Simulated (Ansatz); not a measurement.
CH₄NSi: several calculations on one system

### Relaxation

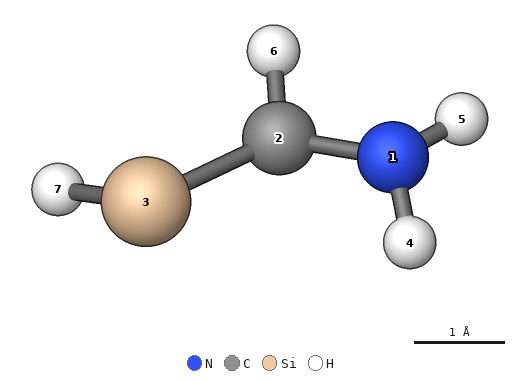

CH4NSi (multiplicity 2), before the relaxation. The picture is a ball-and-stick view, seen at a tilt.

The run prepares an end point of a later path (torsion) calculation, from a guessed geometry.

Method: UKS B3LYP/def2-SVP (Ansatz).

Input file:
```yaml
crystal:
  periodic: [false, false, false]
  atoms:
    - { symbol: "N", position_ang: [-0.97994, 0.49634, -0.52197] }
    - { symbol: C, position_ang: [0.14481, 0.14219, 0.22318] }
    - { symbol: Si, position_ang: [1.3349, -1.10053, -0.3701] }
    - { symbol: H, position_ang: [-1.48292, -0.28139, -0.92304] }
    - { symbol: H, position_ang: [-1.58611, 1.18883, -0.10835] }
    - { symbol: H, position_ang: [0.50612, 0.98107, 0.81538] }
    - { symbol: H, position_ang: [2.06313, -1.4265, 0.8849] }
magnetization:
  spin_polarized: true
  initial_magnetization: 1
basis:
  gaussian: { orbitals: def2-SVP }
hamiltonian:
  xc: b3lyp
relax:
  f_tol: 0.015
  max_steps: 40
output:
  orbitals: {}
```

Run as
```bash
ansatz run input.yaml --threads 1 --pin off --max-ram 2048MiB --backend cpu --events-out ev --progress --plain --runs-dir out
```

Predict the outcome.

Si3 moves most after the best rigid fit: 0.40 Å. By element the largest moves are Si 0.40 Å, H 0.40 Å, N 0.15 Å, C 0.04 Å. Near-neighbour distances that change, for instance: C2–Si3 1.820 → 1.873 Å, N1–C2 1.395 → 1.346 Å, Si3–H7 1.487 → 1.532 Å, C2–H6 1.089 → 1.099 Å. Among the angles between lasting bonds that change: C2–Si3–H7 101.2° → 92.8°, C2–N1–H5 116.1° → 123.1°, Si3–C2–H6 119.1° → 124.6°. The energy falls by 30.4 kJ/mol in 8 accepted moves (9 points after the start). Largest force component: 1.3 eV/Å at the start, 0.0028 eV/Å at the end. The line search rejected the trial step at point 4 of the run. Cost: 33 s on 1 thread of Arm Neoverse V1, with other jobs on the host, peak memory 0.15 GiB.

History of the run:

| step | E − E(0), kJ/mol | largest force component, eV/Å | note |
| --- | --- | --- | --- |
| 0 | 0.00 | 1.3046 |  |
| 1 | -14.56 | 1.1734 |  |
| 2 | -20.25 | 1.0806 |  |
| 3 | -24.77 | 0.6643 |  |
| 4 | -20.49 | 0.6207 | rejected |
| 5 | -29.29 | 0.5223 |  |
| 6 | -29.80 | 0.1116 |  |
| 7 | -30.36 | 0.0749 |  |
| 8 | -30.38 | 0.0313 |  |
| 9 | -30.39 | 0.0028 |  |

Final geometry:

```xyz
7

N    -1.0185    0.4369   -0.3880
C     0.1537    0.1189    0.1912
Si    1.1245   -1.4216   -0.2462
H    -1.4173   -0.1713   -1.0996
H    -1.5451    1.2711   -0.1520
H     0.4652    0.8615    0.9392
H     2.2375   -1.0954    0.7554
```

After the run, drawn alike:

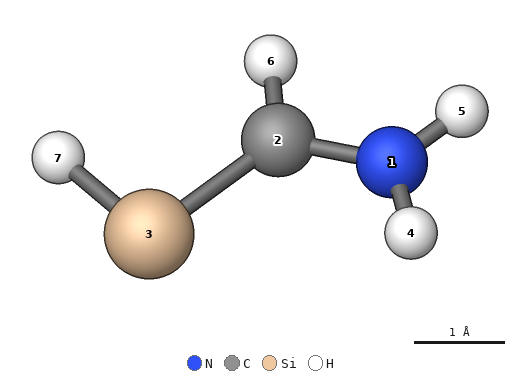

### Relaxation

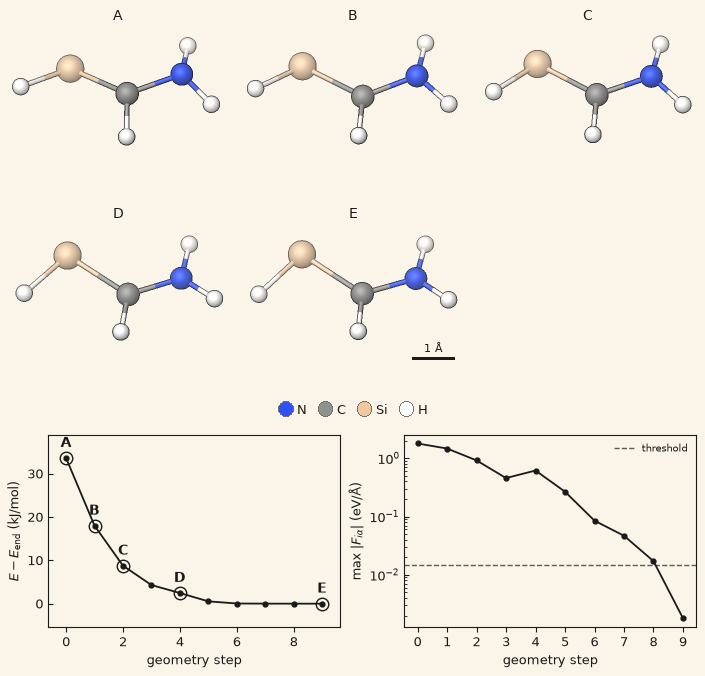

Frames of a relaxation of CH₄NSi (multiplicity 2), marked on the history of the run. Style: ball-and-stick. Shown at a tilt.

The run prepares an end point of a later path (torsion) calculation, from a guessed geometry.

Computed with UKS B3LYP/def2-SVP in Ansatz 0.2.0. (collinear spin; force threshold 0.015 eV/Å; at most 40 steps)

**Describe the path.**

The energy falls by 33.6 kJ/mol in 9 geometry steps. The largest force component goes from 1.8 to 0.0018 eV/Å. The largest move after the best rigid fit is that of the Si atom, 0.34 Å. Largest moves by element: Si 0.34 Å, N 0.25 Å, H 0.24 Å, C 0.18 Å. Some distances before and after: C–Si 1.820 → 1.873 Å, C–N 1.395 → 1.346 Å, H–Si 1.487 → 1.533 Å, C–H 1.089 → 1.099 Å. Among the angles between lasting bonds that change: C–Si–H 101.2° → 92.8°, C–N–H 114.7° → 123.1°, Si–C–H 119.1° → 124.6°. Cost: 32 s on 1 thread of Arm Neoverse V1, on a shared host, peak memory 0.15 GiB. From step 0 to 1: the C atom moves most (0.20 Å), energy −15.6 kJ/mol. From step 1 to 2: an H atom moves most (0.11 Å), energy −9.23 kJ/mol. From step 2 to 4: the Si atom moves most (0.20 Å), energy −6.30 kJ/mol. From step 4 to 9: an H atom moves most (0.06 Å), energy −2.46 kJ/mol.

```json
{"step": "0", "E − E(0), kJ/mol": "0.00", "largest force component, eV/Å": "1.7892"}
{"step": "1", "E − E(0), kJ/mol": "-15.62", "largest force component, eV/Å": "1.4662"}
{"step": "2", "E − E(0), kJ/mol": "-24.85", "largest force component, eV/Å": "0.9177"}
{"step": "3", "E − E(0), kJ/mol": "-29.31", "largest force component, eV/Å": "0.4566"}
{"step": "4", "E − E(0), kJ/mol": "-31.14", "largest force component, eV/Å": "0.6151"}
{"step": "5", "E − E(0), kJ/mol": "-33.07", "largest force component, eV/Å": "0.2664"}
{"step": "6", "E − E(0), kJ/mol": "-33.56", "largest force component, eV/Å": "0.0849"}
{"step": "7", "E − E(0), kJ/mol": "-33.59", "largest force component, eV/Å": "0.0467"}
{"step": "8", "E − E(0), kJ/mol": "-33.60", "largest force component, eV/Å": "0.0172"}
{"step": "9", "E − E(0), kJ/mol": "-33.60", "largest force component, eV/Å": "0.0018"}
```

### Path

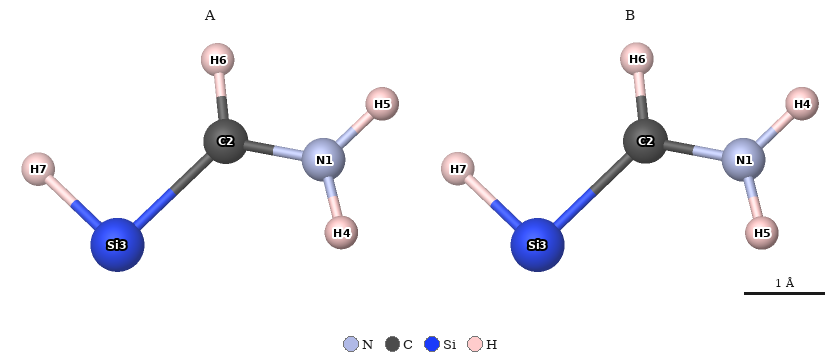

The two relaxed end points of a path for CH$_{4}$NSi (multiplicity 2). The picture is a ball-and-stick view, seen at a tilt.

All numbers below come from UKS B3LYP/def2-SVP (Ansatz 0.2.0).

Input
```yaml
crystal:
  periodic: [false, false, false]
  atoms:
    - { symbol: "N", position_ang: [-1.018632, 0.43621, -0.388418] }
    - { symbol: C, position_ang: [0.150419, 0.115725, 0.195662] }
    - { symbol: Si, position_ang: [1.141214, -1.404236, -0.268228] }
    - { symbol: H, position_ang: [-1.403736, -0.158329, -1.118709] }
    - { symbol: H, position_ang: [-1.556043, 1.259253, -0.138024] }
    - { symbol: H, position_ang: [0.446586, 0.842941, 0.964725] }
    - { symbol: H, position_ang: [2.240182, -1.091553, 0.752991] }
magnetization:
  spin_polarized: true
  initial_magnetization: 1
basis:
  gaussian: { orbitals: def2-SVP }
hamiltonian:
  xc: b3lyp
neb:
  order_check: false
  images: 5
  f_tol: 0.05
  max_iterations: 60
  initial_path: idpp
  final_atoms:
    - { symbol: "N", position_ang: [-1.01851462, 0.43625433, -0.38847544] }
    - { symbol: C, position_ang: [0.15052343, 0.11554914, 0.19555795] }
    - { symbol: Si, position_ang: [1.14126487, -1.40449171, -0.26846342] }
    - { symbol: H, position_ang: [-1.55580872, 1.25930422, -0.13774286] }
    - { symbol: H, position_ang: [-1.40411745, -0.15809304, -1.11863857] }
    - { symbol: H, position_ang: [0.44651502, 0.84291174, 0.96457409] }
    - { symbol: H, position_ang: [2.24012747, -1.09142369, 0.75318726] }
```

Launched with:
```bash
ansatz run input.yaml --threads 1 --pin off --max-ram 2048MiB --backend cpu --events-out ev --progress --plain --runs-dir out
```

Q: Predict the minimum-energy path and its barrier.

A: The two ends have the same energy, and the highest point, image 3, lies 25.0 kcal/mol above the start. The motion is a rotation about the N1–C2 bond by about 180°. No bond forms or breaks between the ends. Bond angles that change up to the highest image, for instance: C2–Si3–H7 92.8° → 112.0°, Si3–C2–H6 124.6° → 106.2°. The band converged in 11 iterations. The largest component of the band force went from 2.1 to 0.039 eV/Å. The climbing image converged on the top of the path. Its vibrational analysis gives one imaginary mode (856i cm⁻¹), as a transition state must have.

Energies of the converged images:

```csv
image,path (Å),E (kcal/mol)
0,0.00,0.0
1,0.57,4.0
2,1.15,15.3
3,1.72,25.0
4,2.29,15.1
5,2.86,3.9
6,3.42,0.0
```

The geometry at the top of the path:

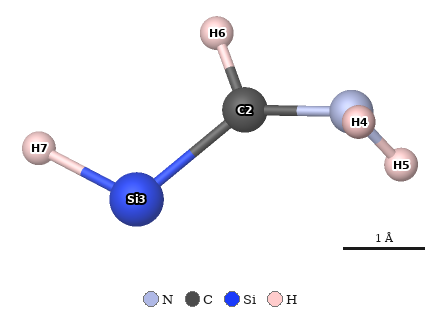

The run took 2.9 min on 1 thread of Arm Neoverse V1, on a shared host, peak memory 0.16 GiB.
